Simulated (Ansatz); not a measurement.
# Preparing In6WO12 (R-3) as a host crystal, part 4 of 4

Aim: the runs on the perfect crystal In6WO12 (R-3) that a defect calculation needs first.

Ansatz 0.2.0; plane-wave PAW DFT, PBEsol; relaxation of the host's cell and atoms (the session's first sound run).

So far. Step 3 (Dielectric tensors of the host): The principal values of the electronic dielectric tensor are 5.24, 5.58 and 5.58. The principal values of the static dielectric tensor are 19.21, 50.41 and 50.41.

**7. Defect free supercell relaxed from displaced atoms**

This step: plane-wave PAW DFT, PBEsol; relaxation of the defect-free supercell from random displacements, a test of the host's stability (Ansatz 0.2.0).

Contents of pristine.rattled/input.yaml:

```yaml
crystal:
  lattice:
    - [9.519876515, 0.0, 0.0]
    - [-4.7599382575, 8.2444549029, 4.6e-08]
    - [0.0, -4.99e-08, 8.9494161692]
  atoms:
    - { symbol: In, position: [0.1170731738, 0.4170090831, 0.0224646665] }
    - { symbol: In, position: [0.4504065071, 0.0836757498, 0.6891313332] }
    - { symbol: In, position: [0.7837398405, 0.7503424164, 0.3557979998] }
    - { symbol: In, position: [0.2999359093, 0.8829268262, 0.0224646665] }
    - { symbol: In, position: [0.6332692426, 0.5495934929, 0.6891313332] }
    - { symbol: In, position: [0.966602576, 0.2162601595, 0.3557979998] }
    - { symbol: In, position: [0.2496575836, 0.033397424, 0.3557979998] }
    - { symbol: In, position: [0.5829909169, 0.7000640907, 0.0224646665] }
    - { symbol: In, position: [0.9163242502, 0.3667307574, 0.6891313332] }
    - { symbol: In, position: [0.2162601595, 0.2496575836, 0.6442020002] }
    - { symbol: In, position: [0.5495934929, 0.9163242502, 0.3108686668] }
    - { symbol: In, position: [0.8829268262, 0.5829909169, 0.9775353335] }
    - { symbol: In, position: [0.033397424, 0.7837398405, 0.6442020002] }
    - { symbol: In, position: [0.3667307574, 0.4504065071, 0.3108686668] }
    - { symbol: In, position: [0.7000640907, 0.1170731738, 0.9775353335] }
    - { symbol: In, position: [0.0836757498, 0.6332692426, 0.3108686668] }
    - { symbol: In, position: [0.4170090831, 0.2999359093, 0.9775353335] }
    - { symbol: In, position: [0.7503424164, 0.966602576, 0.6442020002] }
    - { symbol: W, position: [0.0, 0.0, 0.0] }
    - { symbol: W, position: [0.3333333333, 0.6666666667, 0.6666666667] }
    - { symbol: W, position: [0.6666666667, 0.3333333333, 0.3333333333] }
    - { symbol: O, position: [0.1339617331, 0.4478814076, 0.2718562262] }
    - { symbol: O, position: [0.4672950664, 0.1145480743, 0.9385228929] }
    - { symbol: O, position: [0.8006283997, 0.781214741, 0.6051895596] }
    - { symbol: O, position: [0.3139196746, 0.8660382669, 0.2718562262] }
    - { symbol: O, position: [0.6472530079, 0.5327049336, 0.9385228929] }
    - { symbol: O, position: [0.9805863412, 0.1993716003, 0.6051895596] }
    - { symbol: O, position: [0.218785259, 0.0194136588, 0.6051895596] }
    - { symbol: O, position: [0.5521185924, 0.6860803254, 0.2718562262] }
    - { symbol: O, position: [0.8854519257, 0.3527469921, 0.9385228929] }
    - { symbol: O, position: [0.1993716003, 0.218785259, 0.3948104404] }
    - { symbol: O, position: [0.5327049336, 0.8854519257, 0.0614771071] }
    - { symbol: O, position: [0.8660382669, 0.5521185924, 0.7281437738] }
    - { symbol: O, position: [0.0194136588, 0.8006283997, 0.3948104404] }
    - { symbol: O, position: [0.3527469921, 0.4672950664, 0.0614771071] }
    - { symbol: O, position: [0.6860803254, 0.1339617331, 0.7281437738] }
    - { symbol: O, position: [0.1145480743, 0.6472530079, 0.0614771071] }
    - { symbol: O, position: [0.4478814076, 0.3139196746, 0.7281437738] }
    - { symbol: O, position: [0.781214741, 0.9805863412, 0.3948104404] }
    - { symbol: O, position: [0.1733152728, 0.4902681715, 0.7856285023] }
    - { symbol: O, position: [0.5066486061, 0.1569348382, 0.452295169] }
    - { symbol: O, position: [0.8399819394, 0.8236015049, 0.1189618357] }
    - { symbol: O, position: [0.1569348382, 0.6502862321, 0.547704831] }
    - { symbol: O, position: [0.4902681715, 0.3169528988, 0.2143714977] }
    - { symbol: O, position: [0.8236015049, 0.9836195654, 0.8810381643] }
    - { symbol: O, position: [0.0163804346, 0.8399819394, 0.8810381643] }
    - { symbol: O, position: [0.3497137679, 0.5066486061, 0.547704831] }
    - { symbol: O, position: [0.6830471012, 0.1733152728, 0.2143714977] }
    - { symbol: O, position: [0.1600180606, 0.1763984951, 0.8810381643] }
    - { symbol: O, position: [0.4933513939, 0.8430651618, 0.547704831] }
    - { symbol: O, position: [0.8266847272, 0.5097318285, 0.2143714977] }
    - { symbol: O, position: [0.1763984951, 0.0163804346, 0.1189618357] }
    - { symbol: O, position: [0.5097318285, 0.6830471012, 0.7856285023] }
    - { symbol: O, position: [0.8430651618, 0.3497137679, 0.452295169] }
    - { symbol: O, position: [0.3169528988, 0.8266847272, 0.7856285023] }
    - { symbol: O, position: [0.6502862321, 0.4933513939, 0.452295169] }
    - { symbol: O, position: [0.9836195654, 0.1600180606, 0.1189618357] }
basis:
  ecutwfc: 420
  xc_grid: 2
hamiltonian:
  xc: pbesol
kpoints:
  mp_grid: { grid: [1, 1, 1], shift: [0.25, 0.25, 0.25] }
scf:
  occupations: { method: fermi_dirac, width: 0.01 }
  max_iter: 80
output:
  forces: true
relax:
  f_tol: 0.01
  max_steps: 120
  random_displacement: { amplitude: 0.08, seed: 7614 }
checkpoint:
  write: "../pristine.rattled.run"
  compress: false
  write_wavefunctions: false
  write_every: 100000
```

Command:

```console
> ansatz run input.yaml --threads 4 --pin off --max-ram 7536MiB --backend cpu --events-out ev --progress --plain --runs-dir out
```

Numbers of over 12 decimals in the logs are rounded to 6 here.

The program printed:

```text
[...]
Crystal: 57 atoms, lattice volume = 702.406 Å³
Basis set: ecut = 420 eV, 13709 PW (Γ), exchange–correlation on 128×128×120 points (8 copies of the dense FFT grid, shifted against one another)
Bands: 303, of which v1, the nominal top of the filled ones, is band 246 counted from 1 (245 counted from 0)
Symmetry: 1 space group operations
k-points: 1
[...]
SCF iter   1: F=—  HF=-150422.868609 eV  |F-HF|=—  |Δ(HF+E_count)|=         —  Δρ=1.66e-2  dr2=1.58e0  ethr=1.77e-3  ⟨swp⟩=6.0  Hψ=1135  notcnv=0
[...]
SCF iter   8: F=-150422.458219 eV  HF=-150422.458218 eV  |F-HF|=6.87e-7  |Δ(HF+E_count)|=   3.65e-6  Δρ=1.76e-5  dr2=2.11e-6  ethr=5.08e-10  ⟨swp⟩=3.0  Hψ=1035  notcnv=0
SCF 1 converged in 8 iterations: F = -150422.458219 eV  dr2 = 2.11e-6
[...]
relax step   1: F+E_penalty+E_count = -150422.45821885 eV  Δ(F+E_penalty+E_count) = +0.000e0 eV  max|allowed force component| = 2.728e0 eV/Å  Δτ_max = 0.0000 Å  (8 SCF iters, dr2 threshold 2.50e-6 eV, accepted)
[...]
relax step   2: F+E_penalty+E_count = -150424.50805331 eV  Δ(F+E_penalty+E_count) = -2.050e0 eV  max|allowed force component| = 8.141e-1 eV/Å  Δτ_max = 0.1487 Å  (7 SCF iters, dr2 threshold 1.00e-4 eV, accepted)
relax step   3: F+E_penalty+E_count = -150425.02061225 eV  Δ(F+E_penalty+E_count) = -5.126e-1 eV  max|allowed force component| = 5.730e-2 eV/Å  Δτ_max = 0.1029 Å  (7 SCF iters, dr2 threshold 4.14e-5 eV, accepted)
relax step   4: F+E_penalty+E_count = -150425.02301906 eV  Δ(F+E_penalty+E_count) = -2.407e-3 eV  max|allowed force component| = 2.536e-2 eV/Å  Δτ_max = 0.0153 Å  (7 SCF iters, dr2 threshold 2.05e-7 eV, accepted)
relax step   5: F+E_penalty+E_count = -150425.02335824 eV  Δ(F+E_penalty+E_count) = -3.392e-4 eV  max|allowed force component| = 1.590e-2 eV/Å  Δτ_max = 0.0077 Å  (7 SCF iters, accepted)
relax step   6: F+E_penalty+E_count = -150425.02346608 eV  Δ(F+E_penalty+E_count) = -1.078e-4 eV  max|allowed force component| = 1.202e-2 eV/Å  Δτ_max = 0.0029 Å  (6 SCF iters, accepted)
SCF iter   1: F=—  HF=-150425.022864 eV  |F-HF|=—  |Δ(HF+E_count)|=         —  Δρ=1.80e-4  dr2=1.45e-4  ethr=2.66e-7  ⟨swp⟩=2.0  Hψ=601  notcnv=0  defer=47
[...]
SCF iter   6: F=-150425.023544 eV  HF=-150425.023544 eV  |F-HF|=2.07e-8  |Δ(HF+E_count)|=   5.70e-9  Δρ=2.22e-6  dr2=3.30e-8  ethr=2.03e-11  ⟨swp⟩=4.0  Hψ=820  notcnv=0
SCF 7 converged in 6 iterations: F = -150425.023544 eV  dr2 = 3.30e-8
relax step   7: F+E_penalty+E_count = -150425.02354377 eV  Δ(F+E_penalty+E_count) = -7.769e-5 eV  max|allowed force component| = 5.399e-3 eV/Å  Δτ_max = 0.0018 Å  (6 SCF iters, accepted)
SCF converged after 6 iterations
Free energy (F): -150425.023544 eV
[...]
Internal energy: -150425.023544 eV  (E = F + TS)
E sigma→0 (E₀):  -150425.023544 eV
Fermi energy:    10.512484 eV
[...]
--- Forces (eV/Å), atoms counted from 1 ---
  atom   1  In     0.00159322     0.00017745     0.00159639
  atom   2  In    -0.00184014    -0.00196203     0.00151688
  atom   3  In    -0.00047512     0.00244647    -0.00069614
  atom   4  In    -0.00018179    -0.00094636    -0.00030409
  atom   5  In    -0.00053333     0.00105348     0.00117445
  atom   6  In     0.00446717     0.00052721    -0.00179285
  atom   7  In    -0.00175232    -0.00058170    -0.00182309
  atom   8  In     0.00060220     0.00234013    -0.00119426
  atom   9  In     0.00303851     0.00366488    -0.00055232
  atom  10  In     0.00013521     0.00025387    -0.00071982
  atom  11  In    -0.00010357    -0.00328192    -0.00103146
  atom  12  In     0.00060636     0.00229041    -0.00089964
  atom  13  In     0.00030843     0.00082555     0.00018966
  atom  14  In    -0.00430543     0.00074610     0.00057846
  atom  15  In     0.00054783    -0.00222183     0.00016623
  atom  16  In     0.00210032     0.00048410     0.00146029
  atom  17  In    -0.00278014    -0.00170021     0.00074164
  atom  18  In    -0.00110496    -0.00402158     0.00151006
  atom  19  W      0.00120483     0.00035445     0.00015168
  atom  20  W     -0.00005242    -0.00041656     0.00029473
  atom  21  W     -0.00120604     0.00040290    -0.00034355
  atom  22  O     -0.00098722     0.00008993    -0.00011916
  atom  23  O      0.00065187     0.00172460    -0.00011541
  atom  24  O     -0.00097274    -0.00034025    -0.00132283
  atom  25  O      0.00126886     0.00149671    -0.00148845
  atom  26  O      0.00190272    -0.00013055    -0.00135655
  atom  27  O     -0.00122067     0.00145019    -0.00169788
  atom  28  O      0.00049537     0.00306810     0.00117032
  atom  29  O      0.00015186     0.00265244     0.00247538
  atom  30  O     -0.00211964     0.00137698     0.00185543
  atom  31  O      0.00008069    -0.00059803     0.00069658
  atom  32  O      0.00077631     0.00133073     0.00096683
  atom  33  O      0.00024122    -0.00216274    -0.00013503
  atom  34  O     -0.00131075    -0.00133611     0.00165391
  atom  35  O      0.00019621    -0.00165687     0.00236123
  atom  36  O     -0.00090525    -0.00004841     0.00051116
  atom  37  O     -0.00079988    -0.00296559    -0.00131087
  atom  38  O      0.00225303    -0.00216639    -0.00239342
  atom  39  O      0.00009007    -0.00185658    -0.00170178
  atom  40  O     -0.00273764    -0.00488767     0.00426077
[...]
atom  46  O     -0.00107398     0.00122556     0.00140908
  atom  47  O     -0.00047196     0.00286756     0.00324213
  atom  48  O     -0.00005278     0.00312992     0.00244085
  atom  49  O      0.00127493     0.00251534    -0.00314138
  atom  50  O      0.00195757     0.00539894    -0.00380599
  atom  51  O     -0.00070861     0.00102754    -0.00151551
  atom  52  O      0.00075366    -0.00089327     0.00000855
  atom  53  O      0.00128244    -0.00223919     0.00067075
  atom  54  O     -0.00121746    -0.00144648    -0.00059952
  atom  55  O      0.00102472    -0.00204168    -0.00243813
  atom  56  O      0.00122307    -0.00319273    -0.00262411
  atom  57  O     -0.00070778    -0.00218651    -0.00193213
  max |Σ_I F_I| component: 8.70e-6 eV/Å
--- Relaxed structure (7 steps of the walk, 7 accepted, 0 SCFs on fresh bases) ---
  F+E_penalty+E_count = -150425.02354377 eV   max|allowed force component| = 5.399e-3 eV/Å
  atoms:
    - { symbol: In, position: [0.117378, 0.418173, 0.023874] }
    - { symbol: In, position: [0.450707, 0.084871, 0.690559] }
    - { symbol: In, position: [0.784030, 0.751511, 0.357255] }
    - { symbol: In, position: [0.300934, 0.883931, 0.023939] }
    - { symbol: In, position: [0.634288, 0.550609, 0.690602] }
    - { symbol: In, position: [0.967610, 0.217270, 0.357298] }
    - { symbol: In, position: [0.250015, 0.034000, 0.357361] }
    - { symbol: In, position: [0.583333, 0.700677, 0.023996] }
    - { symbol: In, position: [0.916630, 0.367299, 0.690670] }
    - { symbol: In, position: [0.216901, 0.250473, 0.645405] }
    - { symbol: In, position: [0.550237, 0.917143, 0.312054] }
    - { symbol: In, position: [0.883568, 0.583769, 0.978715] }
    - { symbol: In, position: [0.033339, 0.784712, 0.645354] }
    - { symbol: In, position: [0.366682, 0.451375, 0.311993] }
    - { symbol: In, position: [0.699967, 0.118052, 0.978673] }
    - { symbol: In, position: [0.084250, 0.634630, 0.311929] }
    - { symbol: In, position: [0.417629, 0.301344, 0.978606] }
    - { symbol: In, position: [0.750958, 0.967993, 0.645294] }
    - { symbol: W, position: [0.000467, 0.000985, 0.001341] }
    - { symbol: W, position: [0.333802, 0.667660, 0.667950] }
    - { symbol: W, position: [0.667139, 0.334326, 0.334638] }
    - { symbol: O, position: [0.134261, 0.449102, 0.273569] }
    - { symbol: O, position: [0.467559, 0.115768, 0.940234] }
    - { symbol: O, position: [0.800951, 0.782458, 0.606937] }
    - { symbol: O, position: [0.314676, 0.867009, 0.273429] }
    - { symbol: O, position: [0.648038, 0.533719, 0.940084] }
    - { symbol: O, position: [0.981355, 0.200340, 0.606778] }
    - { symbol: O, position: [0.218913, 0.020308, 0.607185] }
    - { symbol: O, position: [0.552261, 0.686976, 0.273820] }
    - { symbol: O, position: [0.885607, 0.353624, 0.940482] }
    - { symbol: O, position: [0.200032, 0.219544, 0.395714] }
    - { symbol: O, position: [0.533326, 0.886199, 0.062359] }
    - { symbol: O, position: [0.866699, 0.552880, 0.729049] }
    - { symbol: O, position: [0.019587, 0.801622, 0.395863] }
    - { symbol: O, position: [0.352934, 0.468325, 0.062496] }
    - { symbol: O, position: [0.686237, 0.134938, 0.729208] }
    - { symbol: O, position: [0.115360, 0.648330, 0.062100] }
    - { symbol: O, position: [0.448675, 0.315028, 0.728800] }
    - { symbol: O, position: [0.782007, 0.981678, 0.395470] }
    - { symbol: O, position: [0.172950, 0.491637, 0.786971] }
    - { symbol: O, position: [0.506246, 0.158308, 0.453671] }
    - { symbol: O, position: [0.839582, 0.824983, 0.120366] }
    - { symbol: O, position: [0.158373, 0.653050, 0.548740] }
    - { symbol: O, position: [0.491730, 0.319776, 0.215419] }
    - { symbol: O, position: [0.825043, 0.986379, 0.882129] }
    - { symbol: O, position: [0.015550, 0.840462, 0.882205] }
    - { symbol: O, position: [0.348858, 0.507110, 0.548818] }
    - { symbol: O, position: [0.682134, 0.173765, 0.215497] }
    - { symbol: O, position: [0.161343, 0.177038, 0.882317] }
    - { symbol: O, position: [0.494668, 0.843664, 0.548934] }
    - { symbol: O, position: [0.828038, 0.510330, 0.215606] }
    - { symbol: O, position: [0.175884, 0.015567, 0.120549] }
    - { symbol: O, position: [0.509248, 0.682290, 0.787162] }
    - { symbol: O, position: [0.842551, 0.348892, 0.453855] }
    - { symbol: O, position: [0.318733, 0.828197, 0.787089] }
    - { symbol: O, position: [0.652109, 0.494879, 0.453778] }
    - { symbol: O, position: [0.985445, 0.161541, 0.120472] }
```

Wall time 70 s (4 threads of Arm Neoverse V1, shared host); peak memory 1.4 GiB.

Relaxation path:

```
step  energy less that of the first step (eV)  largest force component (eV/Å)
   1                                   0.0000                          2.7282
   2                                  -2.0498                          0.8141
   3                                  -2.5624                          0.0573
   4                                  -2.5648                          0.0254
   5                                  -2.5651                          0.0159
   6                                  -2.5652                          0.0120
   7                                  -2.5653                          0.0054
```

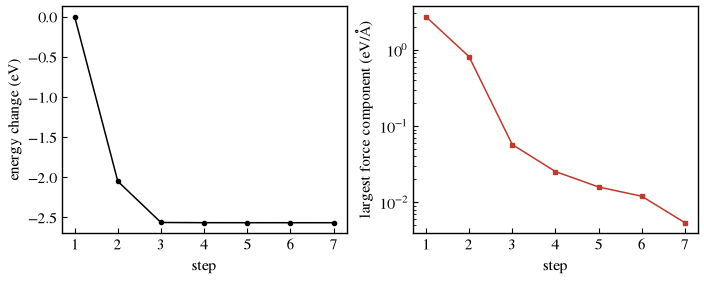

Energy and largest force along the relaxation.

The atoms that moved most (Å, from the sites as typed, ahead of the random displacement, the mean shift of all atoms taken out):

```
atom      dx      dy      dz  length
 O44   0.001   0.015  -0.002   0.015
 O54  -0.001  -0.015   0.002   0.015
 O52  -0.001  -0.015   0.002   0.015
 O43   0.001   0.015  -0.002   0.015
 O45   0.001   0.015  -0.002   0.015
 O53  -0.001  -0.014   0.002   0.015
 O48  -0.011  -0.004  -0.002   0.012
 O57   0.010   0.004   0.002   0.011
```

The relaxation ends 45 meV an atom lower than the displaced start, with a largest force component of 0.0054 eV/Å.

**8. What came out**

```json
{
 "primitive cell vectors, lengths": "6.254, 6.254, 6.254 Å",
 "electronic dielectric constant": "principal values (5.24, 5.58, 5.58)",
 "static dielectric constant": "principal values (19.21, 50.41, 50.41)",
 "gap on the k-mesh of the response run (PBEsol)": "2.03 eV",
 "supercell relaxed in its symmetry less the displaced and relaxed one": "0.000 eV",
 "energy an atom at one point at (¼, ¼, ¼) less that on the dense mesh": "0.000 eV"
}
```

Step 7: The energy fell by 2.565 eV from the randomly displaced start; against the sites as typed, O44 ends farthest off, by 0.02 Å, once the mean shift is taken out. The displaced cell ends within 0.01 eV of the symmetric one relaxed in its symmetry, so no lower structure shows in this supercell. The k-mesh can miss the band edges, so this gap is an upper bound at this level. All at zero temperature.

[Logs are printed without paths, hosts, clocks, repeated set-up lines and the standing remarks that a program may print on its own settings, such as how far it seeks lower states.]

[Hosts, paths, dates, database ids (printed as entryN), source tags and the programs' standing remarks are cut or masked in the printed files.]

[Runs of the host that timed out are not shown.]

[For some hosts the program warned that the k-mesh of the response run may be too coarse for force constants and the static dielectric constant; such warnings are not always shown.]

[The program warned that the k-mesh of a response run behind this text may be too coarse: force constants, and the static dielectric constant and all else formed from them, are not shown converged.]
